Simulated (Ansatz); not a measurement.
# B2NH2OF (SMILES OB1NB1F): BCCD(T)/def2-SVP

Aim: the energy change on altering one bond length of B2NH2OF at BCCD(T)/def2-SVP, from 2 runs. 

The calculation is run with Ansatz 0.2.0.

127 further runs of the same task are left out: 127 set aside as unsound or not needed.

## 1. The structure to begin with

B2NH2OF has 7 atoms, charge 0, and is taken as a singlet. SMILES: `OB1NB1F`. The coordinates come from a PBE0-D4/def2-TZVP relaxation. This is one conformer, not always the lowest.

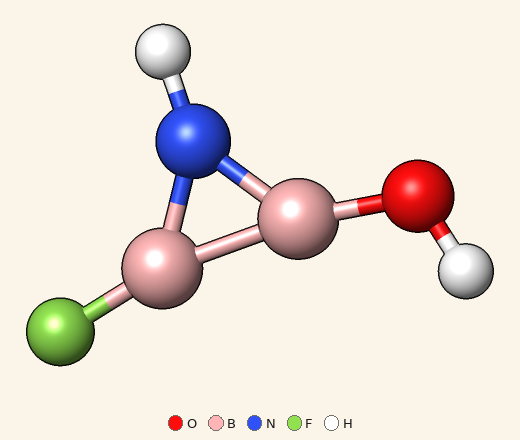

Viewed from a chosen angle; oxygen red, boron pink, nitrogen blue, fluorine green, hydrogen white.

## 2. A single-point energy at BCCD(T)/def2-SVP

File job.yaml:

```yaml
crystal:
  periodic: [false, false, false]
  atoms:
    - symbol: O
      position_ang: [-1.276700, 0.176400, 1.308100]
    - symbol: B
      position_ang: [-0.379000, 0.150200, 0.304200]
    - symbol: N
      position_ang: [0.632200, -0.768200, -0.094800]
    - symbol: B
      position_ang: [0.587000, 0.339700, -0.954100]
    - symbol: F
      position_ang: [1.250000, 0.724100, -2.025300]
    - symbol: H
      position_ang: [-1.829400, 0.960200, 1.293400]
    - symbol: H
      position_ang: [1.077200, -1.650400, 0.122900]
basis:
  gaussian:
    orbitals: def2-SVP
total_charge: 0
correlation:
  method: bccd_t
  frozen_orbitals: {B: 1, F: 1, H: 0, "N": 1, O: 1}
accuracy: high
scf:
  omitted_lower_state_checks: [cluster_reference, increment]
```

Launch:

```
$ ansatz run job.yaml --threads 1 --pin off --max-ram 3480MiB --events-out events.jsonl --progress --plain --runs-dir runs
```

Standard output, shortened:

```text
Warning: RAYON_NUM_THREADS=1 ignored (pool sized by the plan → 1); use --threads N
Functional definition: HF
  name "HF"
[...]
1780 factors; integrals over basis functions are off by at most 3.2e-9 eV
[...]
mean field -7597.10854075 eV, -279.1885893675 hartree, gradient 1.6e-8 eV, S^2 0.000000; 0 other end points of the search recorded, 0 dependent functions left out
5 core orbitals not correlated: weight in the atoms' cores, before any rotation towards them, 1.000 or more for the frozen orbitals, at most 0.000 for the correlated occupied ones
reference -7597.10854075 eV, -279.1885893675 hartree; 13, 13 occupied and 62, 62 virtual orbitals, 1780 factors
second order -18.70561524 eV of doubles, -0.00000000 eV of singles
cycle   1  -18.74845786 eV  change   -4.3e-2 eV  update   1.0e-1
[...]
cycle  21  -19.22505247 eV  change   4.0e-10 eV  update   2.1e-9
perturbative correction -0.58200673 eV, -0.0213883527 hartree
Total energy: -7616.91559995 eV, -279.9164853673 hartree
Checks for a lower state left out: cluster_reference, increment
```

Wall time 23 s (1 thread of Arm Neoverse V2, shared host); peak memory 0.59 GiB.

## 3. The distorted shape at the same level

File run.yaml:

```yaml
crystal:
  periodic: [false, false, false]
  atoms:
    - {symbol: O, position_ang: [-0.613464, -0.764154, 1.325740]}
    - {symbol: B, position_ang: [0.284236, -0.790354, 0.321840]}
    - {symbol: N, position_ang: [1.295436, -1.708754, -0.077160]}
    - {symbol: B, position_ang: [1.250236, -0.600854, -0.936460]}
    - {symbol: F, position_ang: [1.913236, -0.216454, -2.007660]}
    - {symbol: H, position_ang: [-1.829400, 0.960200, 1.293400]}
    - {symbol: H, position_ang: [1.740436, -2.590954, 0.140540]}
basis:
  gaussian: {orbitals: def2-SVP}
correlation: {method: bccd_t, frozen_orbitals: {B: 1, F: 1, H: 0, "N": 1, O: 1}}
accuracy: high
scf: {omitted_lower_state_checks: [cluster_reference, increment]}
```

Launch:

```
$ ansatz run run.yaml --threads 1 --pin off --max-ram 3480MiB --events-out events.jsonl --progress --plain --runs-dir runs
```

Standard output, shortened:

```text
Warning: RAYON_NUM_THREADS=1 ignored (pool sized by the plan → 1); use --threads N
[... 2 set-up lines as earlier in the session ...]
[...]
1773 factors; integrals over basis functions are off by at most 3.4e-9 eV
[...]
mean field -7590.42133874 eV, -278.9428392262 hartree, gradient 2.2e-8 eV, S^2 0.000000; 2 other end points of the search recorded, 0 dependent functions left out; unrestricted orbitals would lower it
5 core orbitals not correlated: weight in the atoms' cores, before any rotation towards them, 1.000 or more for the frozen orbitals, at most 0.000 for the correlated occupied ones
reference -7590.42133874 eV, -278.9428392262 hartree; 13, 13 occupied and 62, 62 virtual orbitals, 1773 factors
second order -20.23179455 eV of doubles, -0.00000000 eV of singles
cycle   1  -19.90600750 eV  change    3.3e-1 eV  update   1.7e-1
[...]
cycle  39  -21.04984921 eV  change  -8.2e-10 eV  update   1.9e-9
perturbative correction -1.04531751 eV, -0.0384147098 hartree
Total energy: -7612.51650546 eV, -279.7548216265 hartree
Checks for a lower state left out: cluster_reference, increment
```

Wall time 33 s (1 thread of Arm Neoverse V2, shared host); peak memory 0.59 GiB.

## 4. Summary of results

At BCCD(T)/def2-SVP, 5 core orbitals frozen:

| quantity | value |
| --- | --- |
| first shape: total energy | -279.91649 Eh |
| first shape: correlation energy (5 core orbitals frozen) | -727.9 mEh |
| first shape: (T) correction | -21.39 mEh |
| distorted shape: total energy | -279.75482 Eh |
| distorted shape: correlation energy (5 core orbitals frozen) | -812.0 mEh |
| distorted shape: (T) correction | -38.41 mEh |
| energy change with the O1–H6 bond stretched from 0.959 to 2.110 Å | 4.399 eV |

With the O1–H6 bond stretched from 0.959 to 2.110 Å the energy rises by 4.40 eV (424 kJ/mol). The first shape isn't relaxed at this level, so the change isn't measured from a minimum. The triples (first shape) make up 2.9 % of the correlation energy. The restricted solution (distorted shape) is unstable to spin breaking: an unrestricted one lies lower. The triples (distorted shape) make up 4.7 % of the correlation energy.
